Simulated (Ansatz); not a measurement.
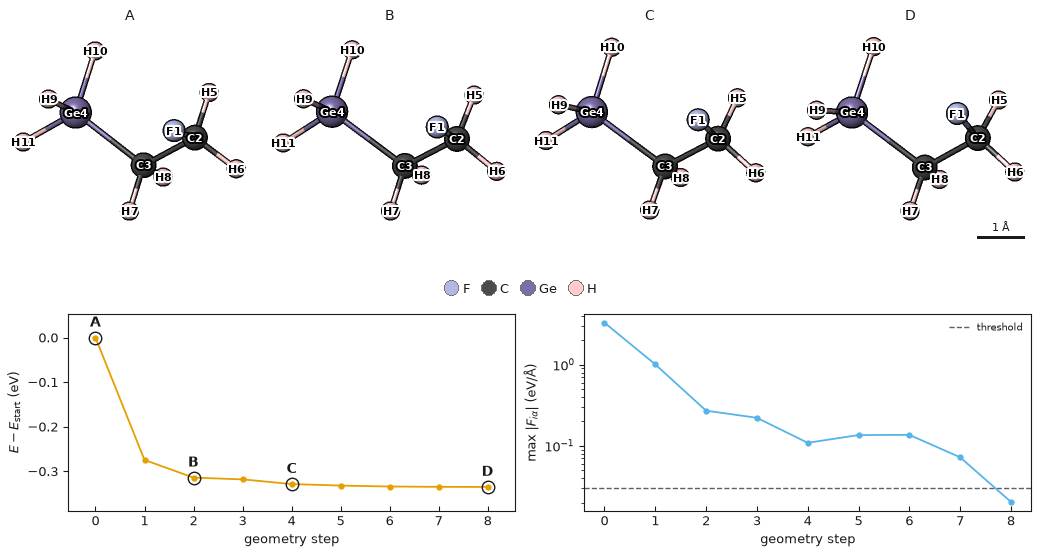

Frames of a relaxation of C2H7FGe (coarse preliminary run), marked on the history of the run. The picture is a ball-and-stick view, seen at a tilt.

The start comes from a force field.

Method: Ansatz, RKS PBE-D4/def2-SVP.

The input:
```yaml
crystal:
  periodic: [false, false, false]
  atoms:
    - {symbol: F, position_ang: [-1.112800, 1.377100, 0.942900]}
    - {symbol: C, position_ang: [0.093500, 1.356300, 0.358900]}
    - {symbol: C, position_ang: [0.598400, -0.064800, 0.401600]}
    - {symbol: Ge, position_ang: [-0.403100, -1.254100, -0.656100]}
    - {symbol: H, position_ang: [0.045300, 1.701100, -0.710900]}
    - {symbol: H, position_ang: [0.779400, 2.047000, 0.920100]}
    - {symbol: H, position_ang: [0.670900, -0.420400, 1.471000]}
    - {symbol: H, position_ang: [1.705800, -0.073000, 0.010200]}
    - {symbol: H, position_ang: [-1.918600, -1.251900, -0.050700]}
    - {symbol: H, position_ang: [-0.490100, -0.775900, -2.100100]}
    - {symbol: H, position_ang: [0.096800, -2.698500, -0.566300]}
basis:
  gaussian: {orbitals: def2-SVP}
hamiltonian: {xc: pbe, dispersion: d4}
relax: {f_tol: 0.03, max_steps: 200}
```

Launched with:
```bash
ansatz run in.yaml --threads 4 --pin off --events-out ev --progress --plain --max-ram 10444MiB
```

Q: Describe the path.

A: F1 moves most after the best rigid fit: 0.40 Å. By element the largest moves are F 0.40 Å, H 0.36 Å, Ge 0.13 Å, C 0.10 Å. Near-neighbour distances that change, for instance: C3–Ge4 1.880 → 1.984 Å, Ge4–H9 1.632 → 1.547 Å, C3–H8 1.175 → 1.110 Å, F1–C2 1.340 → 1.395 Å. Bond angles that change, for instance: C3–Ge4–H9 106.6° → 111.4°, C3–Ge4–H11 112.9° → 109.1°, F1–C2–H5 111.8° → 108.0°. After 8 geometry steps the energy has fallen by 0.335 eV. Largest force component: 3.3 eV/Å at the start, 0.02 eV/Å at the end. Cost: 11 s on 4 threads of AMD EPYC 7B13 (shared host). From step 0 to 2: H5 moves most (0.12 Å), energy −0.314 eV. From step 2 to 4: H10 moves most (0.18 Å), energy −0.014 eV. From step 4 to 8: F1 moves most (0.16 Å), energy −0.006 eV.
